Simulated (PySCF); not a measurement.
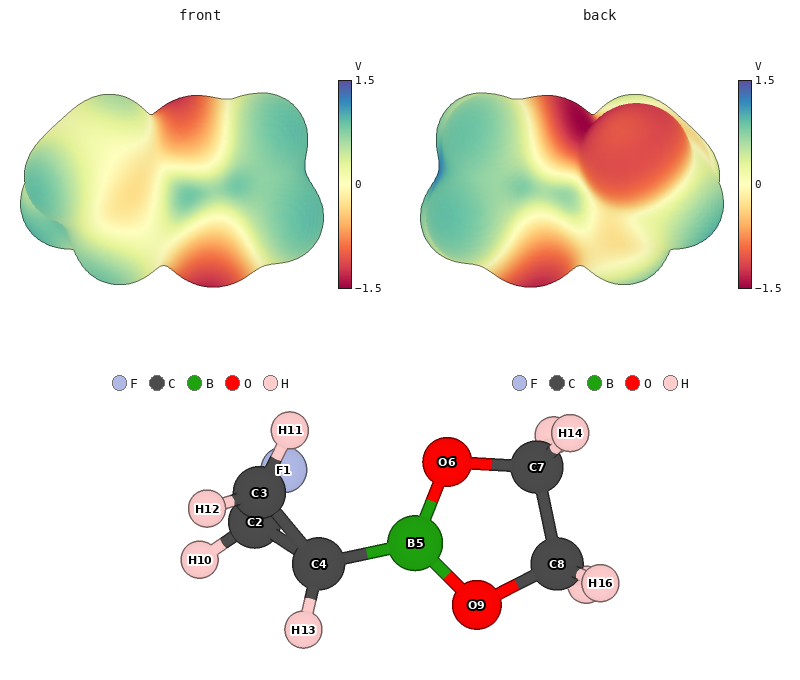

C$_{5}$H$_{8}$BFO$_{2}$. The electrostatic potential painted on the density surface at 0.002 e/bohr³, seen from the front and from behind; the colour scale runs from red (negative) to blue (positive). The bare structure is drawn below in the same view.

Geometry: PBE0-D3(BJ)/def2-SVP.

All numbers below come from PySCF, PBE0/def2-SVPD, SCF density, gas phase.

```yaml
atoms:
  - { symbol: F, position_ang: [-1.7920, 0.2224, -1.5713] }
  - { symbol: C, position_ang: [-2.2375, -0.4465, -0.4775] }
  - { symbol: C, position_ang: [-2.3513, 0.2742, 0.8037] }
  - { symbol: C, position_ang: [-1.2597, -0.7740, 0.6129] }
  - { symbol: B, position_ang: [0.2087, -0.2922, 0.4720] }
  - { symbol: O, position_ang: [0.5597, 0.9984, 0.1974] }
  - { symbol: C, position_ang: [1.9706, 1.0711, 0.1117] }
  - { symbol: C, position_ang: [2.4644, -0.3600, 0.4194] }
  - { symbol: O, position_ang: [1.2862, -1.1197, 0.6210] }
  - { symbol: H, position_ang: [-2.9860, -1.1985, -0.7490] }
  - { symbol: H, position_ang: [-2.0142, 1.3143, 0.8078] }
  - { symbol: H, position_ang: [-3.1944, 0.0504, 1.4624] }
  - { symbol: H, position_ang: [-1.3999, -1.7482, 1.0913] }
  - { symbol: H, position_ang: [2.3451, 1.8118, 0.8365] }
  - { symbol: H, position_ang: [2.2598, 1.4087, -0.8964] }
  - { symbol: H, position_ang: [3.0904, -0.4062, 1.3252] }
  - { symbol: H, position_ang: [3.0423, -0.7939, -0.4121] }
```

Which sites attract a positive test charge, and which a negative one?

A positive charge is drawn to the negative regions and a negative charge to the positive ones. The most negative region (about −1.5 V) lies over F1 and O6, the most positive (about +1.1 V) over C7 and C8.

How polar is the molecule by this calculation?

Its dipole moment is 1.65 D.
